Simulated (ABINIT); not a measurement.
# LiHF2 (R-3m): G0W0 in ABINIT against the exchange cutoff, part 2 of 2

Aim: move the exchange cutoff of a G0W0 run on LiHF2 (R-3m) over a wide range.

ABINIT 10.8.3; LDA and many-body steps on it, plane waves. Known limits of the many-body steps: not at the basis limit.

So far. Step 2 (Screening, 4×4×4 mesh, 22 bands, screening to 106.1 eV): Local fields lower ε∞ by 3 %.

## Step 5: 14.4 Ha

Level of this step: G0W0 on LDA, plane waves, norm-conserving pseudopotentials (ABINIT).

The self-energy is evaluated for the states that the input lists, and the levels follow from it, in one-shot runs by the linearised quasiparticle equation.

File run.abi:

```
acell 3*1.0 Angstrom
rprim 
  1.466983587415 0.846963369091 4.366688724100
  -1.466983587415 0.846963369091 4.366688724100
  0.000000000000 -1.693926738182 4.366688724100
ntypat 3
znucl 3 1 9
natom 4
typat 1 2 3 3
xred 
  0.000000000000 0.000000000000 0.000000000000
  0.500000000000 0.500000000000 0.500000000000
  0.413301880000 0.413301880000 0.413301880000
  0.586698120000 0.586698120000 0.586698120000
pp_dirpath "pseudos"
pseudos "Li.upf, H.upf, F.upf"
ecut 36
ngkpt 4 4 4
nshiftk 1
shiftk 0 0 0
kptopt 1
chksymbreak 0
istwfk *1
occopt 1
irdwfk 1
optdriver 4
nband 22
gwcalctyp 0
ecutsigx 14.4
symsigma 1
nkptgw 2
kptgw 
  0.5000000000 0.5000000000 0.5000000000
  0.0000000000 0.0000000000 0.0000000000
bdgw 
  8 11
  8 11
ecuteps 3.9
irdscr 1
ppmodel 1
indata_prefix "in"
outdata_prefix "out"
tmpdata_prefix "tmp"
```

On the command line:

```
> OMP_NUM_THREADS=1 mpirun -n 4 abinit run.abi > log
```

Output:

```text
.Version 10.8.3 of ABINIT. v10.8.2 released Aug 2026.

 Symmetries : space group R-3 m (#166); Bravais hR (rhombohedral)
[... echo of the input left out ...]
== DATASET  1 ==================================================================
-   mpi_nproc: 4, omp_nthreads: 1 (-1 if OMP is not activated)

--- !DatasetInfo
iteration_state: {dtset: 1, }
dimensions: {natom: 4, nkpt: 13, mband: 22, nsppol: 1, nspinor: 1, nspden: 1, mpw: 2290, }
cutoff_energies: {ecut:  36.0, pawecutdg:  -1.0, }
[...]
Band     E0 <VxcDFT>   SigX SigC(E0)      Z dSigC/dE  Sig(E)    E-E0       E
[...]
10   5.338 -11.080  -5.997  -2.230   0.901  -0.110  -8.510   2.571   7.909
       11  10.038  -9.600  -3.766  -2.456   0.904  -0.106  -6.546   3.053  13.092

== END DATASET(S) ==============================================================
================================================================================

 -outvars: echo values of variables after computation  --------
           etotal      0.0000000000E+00
            nband          22
             nkpt          13
          spgroup         166
 [... the other variables as echoed above ...]

 Calculation completed.
```

The job ended after 2.4 s (4 MPI ranks of Arm Neoverse V2, shared host; peak memory 0.15 GiB).

This step gave:

```yaml
g0w0_gap_on_the_points_computed: 12.92 eV
starting_gap_on_the_mesh: 8.102 eV
k_of_the_valence_top: 0.5, 0.5, 0.5
k_of_the_conduction_bottom: 0, 0, 0
least_direct_g0w0_gap_on_the_computed_points: 13.17 eV
```

The gap on the mesh goes from 8.10 eV to 12.92 eV, a correction of +4.82 eV.

## Step 6: 25.2 Ha

Edit run.abi of step 5 so:

```diff
@@ -28,3 +28,3 @@
 gwcalctyp 0
-ecutsigx 14.4
+ecutsigx 25.2
 symsigma 1
```

Output:

```text
.Version 10.8.3 of ABINIT. v10.8.2 released Aug 2026.

 Symmetries : space group R-3 m (#166); Bravais hR (rhombohedral)
[... echo of the input left out ...]
== DATASET  1 ==================================================================
-   mpi_nproc: 4, omp_nthreads: 1 (-1 if OMP is not activated)

--- !DatasetInfo
iteration_state: {dtset: 1, }
dimensions: {natom: 4, nkpt: 13, mband: 22, nsppol: 1, nspinor: 1, nspden: 1, mpw: 2290, }
cutoff_energies: {ecut:  36.0, pawecutdg:  -1.0, }
[...]
Band     E0 <VxcDFT>   SigX SigC(E0)      Z dSigC/dE  Sig(E)    E-E0       E
[...]
10   5.338 -11.080  -6.065  -2.230   0.901  -0.110  -8.571   2.509   7.848
       11  10.038  -9.600  -3.790  -2.456   0.904  -0.106  -6.569   3.031  13.069

== END DATASET(S) ==============================================================
================================================================================

 -outvars: echo values of variables after computation  --------
           etotal      0.0000000000E+00
            nband          22
             nkpt          13
          spgroup         166
 [... the other variables as echoed above ...]

 Calculation completed.
```

The job ended after 2.6 s (4 MPI ranks; peak memory 0.18 GiB).

This step gave:

```yaml
g0w0_gap_on_the_points_computed: 13.17 eV
starting_gap_on_the_mesh: 8.102 eV
k_of_the_valence_top: 0.5, 0.5, 0.5
k_of_the_conduction_bottom: 0, 0, 0
least_direct_g0w0_gap_on_the_computed_points: 13.41 eV
```

Against the run before, the gap moves by +0.253 eV.

## Step 7: 36 Ha

Edit run.abi of step 6 so:

```diff
@@ -28,3 +28,3 @@
 gwcalctyp 0
-ecutsigx 25.2
+ecutsigx 36
 symsigma 1
```

Output:

```text
.Version 10.8.3 of ABINIT. v10.8.2 released Aug 2026.

 Symmetries : space group R-3 m (#166); Bravais hR (rhombohedral)
[... echo of the input left out ...]
== DATASET  1 ==================================================================
-   mpi_nproc: 4, omp_nthreads: 1 (-1 if OMP is not activated)

--- !DatasetInfo
iteration_state: {dtset: 1, }
dimensions: {natom: 4, nkpt: 13, mband: 22, nsppol: 1, nspinor: 1, nspden: 1, mpw: 2290, }
cutoff_energies: {ecut:  36.0, pawecutdg:  -1.0, }
[...]
Band     E0 <VxcDFT>   SigX SigC(E0)      Z dSigC/dE  Sig(E)    E-E0       E
[...]
10   5.338 -11.080  -6.071  -2.230   0.901  -0.110  -8.576   2.504   7.843
       11  10.038  -9.600  -3.792  -2.456   0.904  -0.106  -6.570   3.030  13.068

== END DATASET(S) ==============================================================
================================================================================

 -outvars: echo values of variables after computation  --------
           etotal      0.0000000000E+00
            nband          22
             nkpt          13
          spgroup         166
 [... the other variables as echoed above ...]

 Calculation completed.
```

It took 2.7 s on 4 MPI ranks; peak memory 0.2 GiB; 10 s of CPU time.

This step gave:

- G0W0 gap on the points computed: 13.22 eV
- starting gap on the mesh: 8.102 eV
- k of the valence top: 0.5, 0.5, 0.5
- k of the conduction bottom: 0, 0, 0
- least direct G0W0 gap on the computed points: 13.46 eV

Against the run before, the gap moves by +0.047 eV.

## Step 8: Side by side

Times are wall times on 4 MPI ranks of Arm Neoverse V2, shared host, good to a factor of about two. A run's time includes the screening step that it read.

```csv
run,mesh,bands,screening cutoff (eV),DFT gap (eV),gap on the mesh (eV),direct (eV),ε∞ used,time
3.6 Ha,4×4×4,22,106.1,8.102,11.088,11.395,1.86,9.2 s
7.2 Ha,4×4×4,22,106.1,8.102,12.164,12.437,1.86,9.4 s
14.4 Ha,4×4×4,22,106.1,8.102,12.920,13.168,1.86,9.4 s
25.2 Ha,4×4×4,22,106.1,8.102,13.173,13.415,1.86,9.6 s
36 Ha,4×4×4,22,106.1,8.102,13.220,13.461,1.86,9.7 s
```

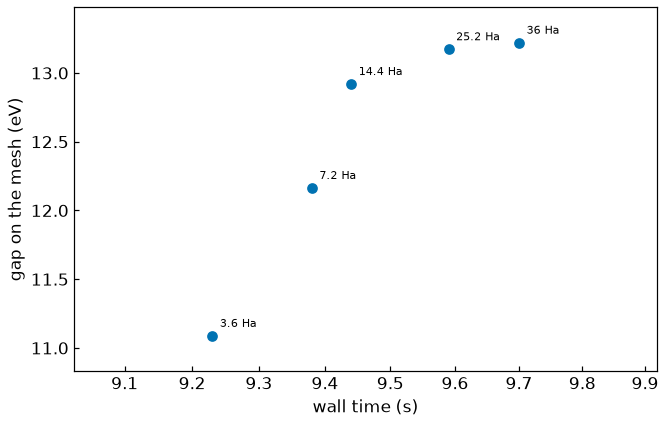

Result against wall time.

## Step 9: Outcome

```
3.6 Ha       : 11.088 eV
7.2 Ha       : 12.164 eV
14.4 Ha      : 12.920 eV
25.2 Ha      : 13.173 eV
36 Ha        : 13.220 eV
known limits : not at the basis limit
```

**Reading.** The setting moved: exchange cutoff. From 3.6 Ha to 36 Ha the gap moves by +2.13 eV. The last step still moves it by +0.047 eV. Bands and screening cutoff are coupled, so a series along one setting does not show full convergence. Below the screening cutoff the correlation part is cut too. Bands and cutoff are finite, so the gap is not at the basis limit. The miss can reach some tenths of an eV and take either sign; the mesh is an error of its own. In the G0W0 runs levels were corrected at 2 k points alone, so a gap called «on the mesh» is the least over those, and an edge elsewhere would be missed.

[Paths, hosts, dates, memory and timing lines, banners, echoed tables and standing remarks are left out of the program output.]

[Logs are printed without paths, hosts, clocks, repeated set-up lines and the standing remarks that a program may print on its own settings, such as how far it seeks lower states.]

[Runs of the session that timed out or met a known fault of the program may be left out.]

[Hosts, paths, dates, database ids (printed as entryN), source tags and the programs' standing remarks are cut or masked in the printed files.]

[G0W0 gaps are taken among the corrected bands and points alone; a level outside them can change the order at an edge.]

[Where Ansatz stands beside ABINIT at settings called matched, ABINIT's density can come from a denser mesh and the files from another edition; pairs whose starting gaps differed by over 0.03 eV were left out, so agreement reads better than it is.]
